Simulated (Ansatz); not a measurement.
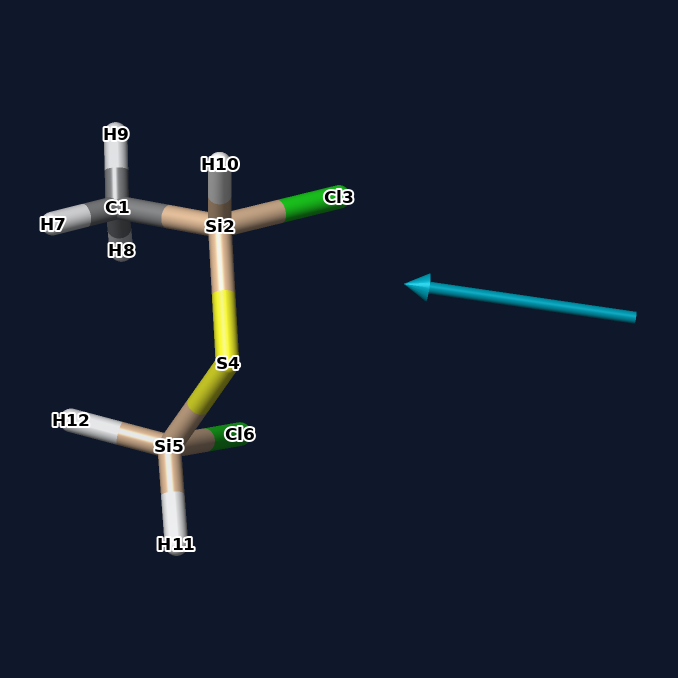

The arrow beside the molecule shows the direction of the dipole moment, from the negative to the positive end (its length means nothing). The geometry was computed by an optimisation with PBE0-D4/def2-TZVP. No frequency run is at hand to confirm it as a minimum. Method: RKS r2SCAN-D4/def2-TZVPP (Ansatz 0.2.0).

Estimate the dipole moment.

2.33 D; it points from the side of Cl3 to the side of H7 (the outermost atoms at the two ends).
